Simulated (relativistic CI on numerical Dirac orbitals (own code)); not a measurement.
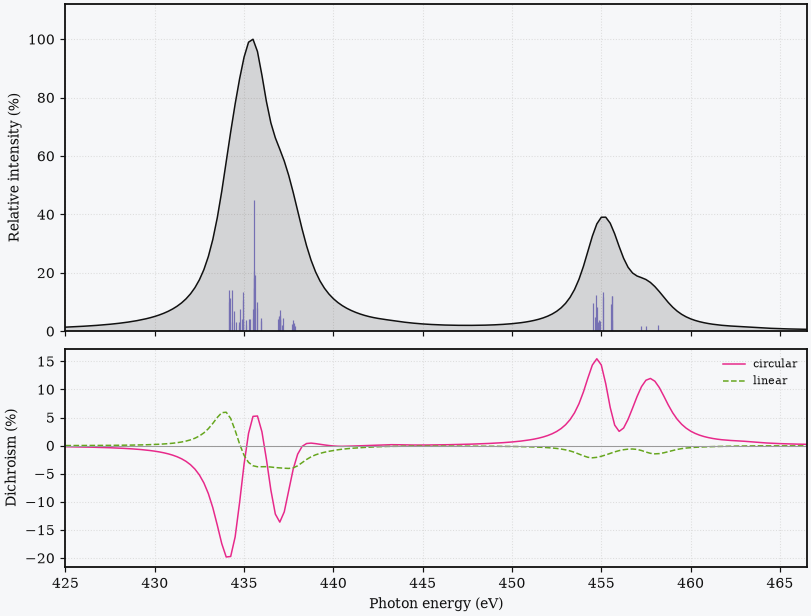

M₂,₃ X-ray absorption of Tc V (Tc⁴⁺), [Kr] 4d³, in a field of D3d symmetry with 10Dq = 23,650, Dσ = 860, Dτ = −40 cm⁻¹. Sticks are the strongest transitions, on a scale of their own. Multiplet model: relativistic Dirac–Coulomb–Breit theory, one configuration a step, Slater integrals scaled by 0.8, 300 K, Voigt broadening (Lorentzian 2 eV, Gaussian 0.4 eV full widths), computed with a radial Dirac CI code. Dichroism is for the ground state at zero temperature, magnetised by an exchange field of 10 meV on Sz (linear: z less the mean of x and y).

**What does the spectrum show?**

The main maxima lie at 435.4 eV (100) and 455.1 eV (39), heights in % of the largest; the centroid is at 441.1 eV. The lower edge holds 0.74 of the intensity (branching ratio, edges parted at 450 eV), and the core spin-orbit splitting of the orbitals is 20.2 eV. The ground state has S = 1.50. The circular dichroism (Δm = −1 less Δm = +1) is largest at 434.0 eV, −20 % of the isotropic maximum; its integrals over the lower and upper edge are −0.028 and 0.037 of the sum over the three polarisations. The magnetised ground state has ⟨Lz⟩ = 0.20 and ⟨Sz⟩ = −1.49.

Caveat: free-ion energies, so absolute edge positions are off by a few eV from solids.
